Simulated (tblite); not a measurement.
# C4H8FSSi: the cost of one run

The runs use tblite 0.8.0 and PySCF 2.14.0, with density-fitted response routines of our own; the level of theory stands in each step. All values are computed, except where a source is named. Atoms count from 0, in the outputs and in this text.

### 1 The molecule as given

15 atoms, charge 0, multiplicity 2; geometry from: force field or distance geometry start.

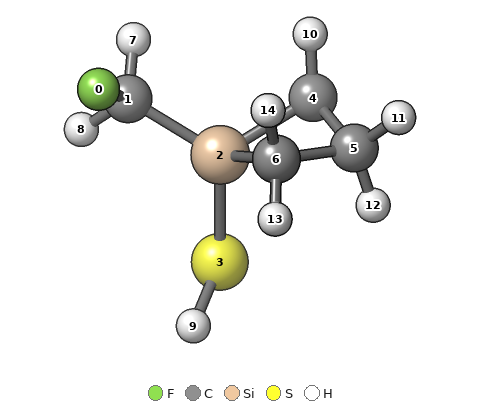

The starting geometry (fluorine green, carbon grey, silicon light orange, sulfur yellow, hydrogen white), atoms numbered.

### 2 Geometry optimisation with GFN2-xTB

Job settings and geometry (Å):

```
{"job": {"kind": "relax", "xc": "GFN2-xTB", "basis": "xTB"}, "charge": 0, "multiplicity": 2}
F      2.219900    -0.723200     1.455500
C      1.925200    -0.973000     0.125200
Si     0.461400    -0.028100    -0.440400
S      0.783000     1.313400    -2.089300
C     -1.146200    -0.954900    -0.551200
C     -1.911900     0.207000     0.017400
C     -0.702000     0.585800     0.866800
H      1.817200    -2.066800    -0.003100
H      2.833700    -0.698700    -0.467900
H      1.201800     2.579200    -1.630200
H     -1.214800    -1.909100    -0.019800
H     -2.788400    -0.051500     0.651200
H     -2.093500     1.010200    -0.700100
H     -0.657300     1.685400     0.948300
H     -0.732500     0.032300     1.815700
```

Launch:

```sh
$ OMP_NUM_THREADS=1 python probes_run.py task.json out
```

This one command runs all jobs of the session in turn.

**Question.** How long does this first job take on 1 thread of Arm Neoverse N1, shared host?

About 1.5 s.
